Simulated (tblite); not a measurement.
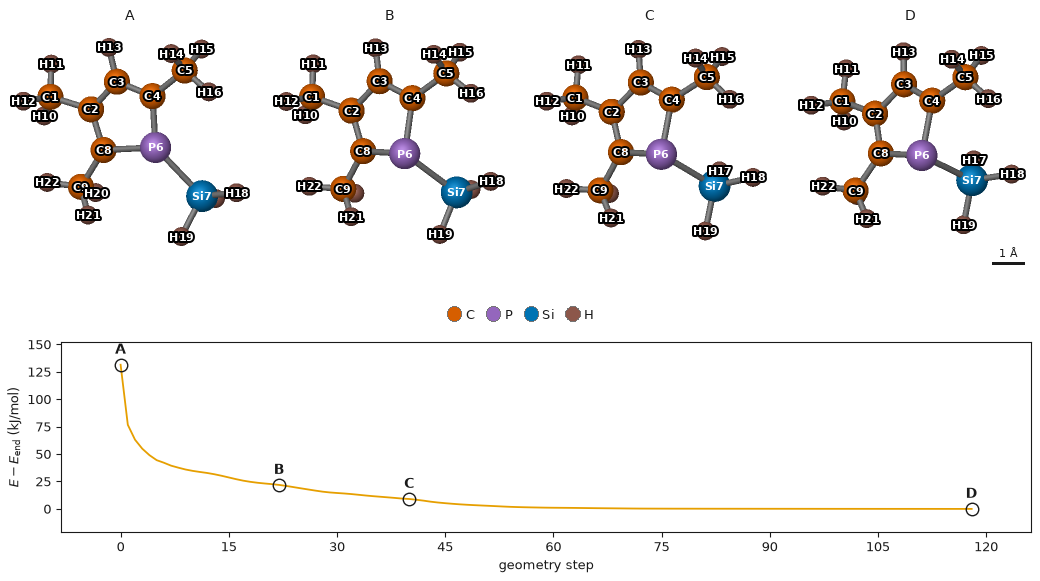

Frames of a relaxation of C$_{7}$H$_{13}$PSi, marked on the history of the run. Style: ball-and-stick. Shown at a tilt.

Computed with GFN2-xTB geometry optimisation, gas phase (tblite 0.8.0). 

> Describe the path.

H17 moves most after the best rigid fit: 1.44 Å. By element the largest moves are H 1.44 Å, P 0.83 Å, Si 0.68 Å, C 0.58 Å. Near-neighbour distances that change, for instance: C4–P6 1.655 → 1.804 Å, P6–C8 1.903 → 1.802 Å, C2–C3 1.352 → 1.433 Å, P6–Si7 2.187 → 2.240 Å. Among the angles between lasting bonds that change: C4–P6–Si7 140.0° → 97.2°, Si7–P6–C8 118.8° → 97.1°, C2–C8–P6 103.2° → 111.1°. Groups turn about C8–C9 by about 35°, C4–C5 by about 20°. The energy falls by 131.5 kJ/mol in 118 geometry steps. From step 0 to 22: P6 moves most (0.55 Å), energy −109.6 kJ/mol. From step 22 to 40: H17 moves most (0.70 Å), energy −12.8 kJ/mol. From step 40 to 118: H19 moves most (0.52 Å), energy −9.05 kJ/mol.

```csv
step,"E − E(0), kJ/mol"
0,0.00
1,-54.80
2,-68.40
3,-76.55
4,-82.49
5,-87.03
6,-89.38
7,-92.05
8,-93.88
9,-95.55
10,-96.82
16,-104.36
21,-108.92
27,-114.81
33,-118.62
38,-121.47
44,-125.67
50,-128.38
55,-129.82
61,-130.49
67,-130.90
73,-131.23
78,-131.30
84,-131.34
90,-131.38
95,-131.41
101,-131.44
107,-131.46
112,-131.48
118,-131.50
```
